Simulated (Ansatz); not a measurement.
**C2H6BFO: a line through the functionals**

C2H6BFO has 11 atoms, charge 0, and is taken as a singlet. SMILES: `COB(C)F`. The shape is that of a PBE0-D4/def2-TZVP optimisation. This is one conformer, not always the lowest.

The vertical energy of the triplet above the singlet y, in eV, basis def2-SVP; a is the functional's share of exact exchange. Programs: Ansatz 0.2.0.

| functional | program | a | y (eV) |
| --- | --- | --- | --- |
| revPBE | Ansatz | 0 | 7.28 |
| PBE | Ansatz | 0 | 7.28 |
| B3LYP | Ansatz | 0.2 | ? |
| PBE0 | Ansatz | 0.25 | 7.79 |
| r2SCAN0 | Ansatz | 0.25 | 7.88 |
| BHLYP | Ansatz | 0.5 | 8.24 |

Task: Fit y = c + s·a to the known rows and predict B3LYP.

Result: 
1. Means of the 5 rows: a = 0.2000, y = 7.694.
2. Σ(Δa)² = 0.175, Σ(Δa·Δy) = 0.3435, so the slope is 0.3435/0.175 = 1.9629.
3. Intercept: 7.694 − (1.9629) × 0.2000 = 7.301. The largest residual of the fit is 0.088.
4. B3LYP: 7.301 + (1.9629) × 0.2 = 7.69 eV.

The run gave 7.76 eV, so the prediction is off by -0.07 eV, within the scatter of the fit. The rows mix families of semi-local functionals, which the line can't see.

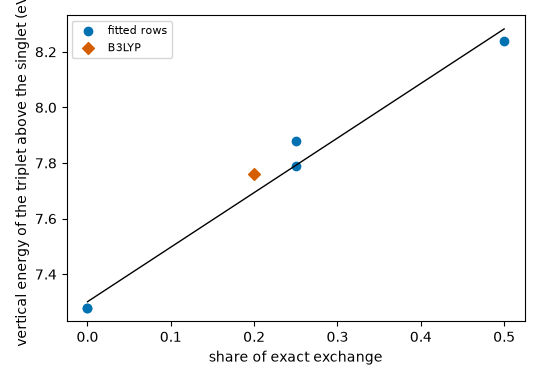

The fitted line, with the withheld row.
